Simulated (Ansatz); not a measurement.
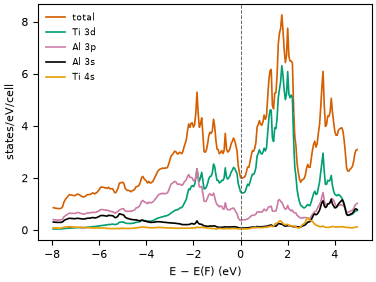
Fig. 1. Total and projected density of states of TiAl$_{2}$ in space group Cmmm (No. 65; Al on 2a, Al on 4j, Ti on 4i, Al on 2c), r²SCAN in the plane-wave PAW code Ansatz

Q: Which orbitals carry the states next to the Fermi level?

A: Within 0.5 eV of the Fermi level: Ti 3d 70 %, Al 3p 21 %. Projections are on Löwdin-orthogonalised atomic valence shells; empty p or d shells of many metals are not among them.

Q: Where is the tallest occupied peak in this window, and what makes it?

A: Near -1.8 eV, about 5.3 states/eV per cell; the largest projected share is Ti 3d.

The workflow started from an entry of the Crystallography Open Database (COD). Whether it is the stable phase at ambient conditions was not checked. Symmetry was held in the r²SCAN relaxation; whether a distortion lowers the energy is not shown. No spin polarisation was allowed.

Potentials: the later of the program's two PAW sets.
